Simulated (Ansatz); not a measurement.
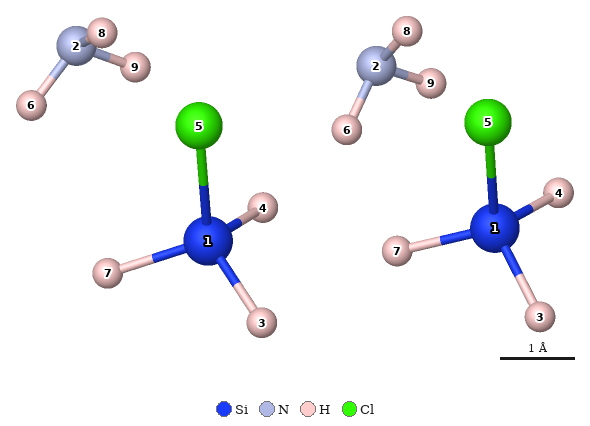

Two geometries of SiNH$_{6}$Cl, drawn at one scale. One is the start of a relaxation, the other its converged end. The picture is a ball-and-stick view, seen from a free direction.

Theory: RKS B3LYP/def2-SVP in Ansatz. (no spin polarisation; force threshold 0.03 eV/Å; at most 50 steps)

Question: Which one is relaxed?

Answer: The left one is the relaxed one. The run prepares an end point of a later path (reaction) calculation, from a guessed geometry. After 10 accepted moves (11 points after the start) the energy has fallen by 0.139 eV. Largest force component: 0.81 eV/Å at the start, 0.029 eV/Å at the end. The line search rejected the trial step at point 3 of the run. The forces were under the threshold at step 6, but the run went on from there. The atom that moves furthest after the best rigid fit is H6 (0.58 Å). By element the largest moves are H 0.58 Å, N 0.30 Å, Si 0.24 Å, Cl 0.10 Å. Near-neighbour distances that change, for instance: Si1–H7 1.445 → 1.485 Å. The run took 27 s on 2 threads of Intel(R) Xeon(R) Platinum 8259CL CPU @ 2.50GHz (Skylake/Cascade Lake) (shared host), peak memory 0.18 GiB.
